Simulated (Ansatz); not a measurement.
ClF4HW···H2S

```xyz
10

W     0.0321   -0.0484   -0.1453
Cl    0.3957   -1.0153    1.9961
F     1.8877   -0.2046   -0.2020
F    -0.0647    1.4836   -1.2108
F    -1.3612    0.8220    0.7171
H    -1.0679   -1.3149   -0.0143
F     0.0480   -0.9375   -1.7821
S     1.6115    2.3978    1.9842
H     2.7612    1.9093    1.4581
H     1.4089    1.2424    2.7159
```

Core potentials replace the inner electrons of W; not at a stationary point (largest force 0.8 eV/Å).

The calculation used RKS B3LYP-D4/def2-SVP (Ansatz 0.2.0).

### What can the converged electron density and electron localisation function tell about the bonding?

W–F (1.87 Å): ρ is about 1.1 e/Å³ halfway; the ELF peaks at about 0.80 in the valence shell of F, 0.5 Å from its nucleus, and drops to about 0.25 between the two atoms.

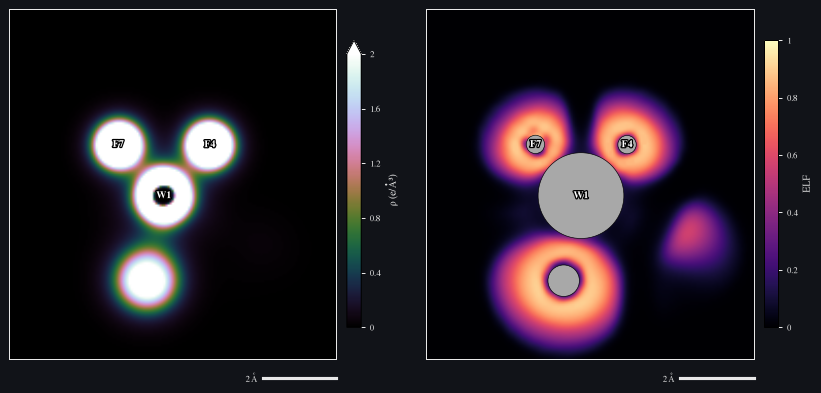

Computed electron density and electron localisation function on the plane of atoms F4, W1 and F7, in this order. Grey discs cover the atomic cores in the ELF map. 
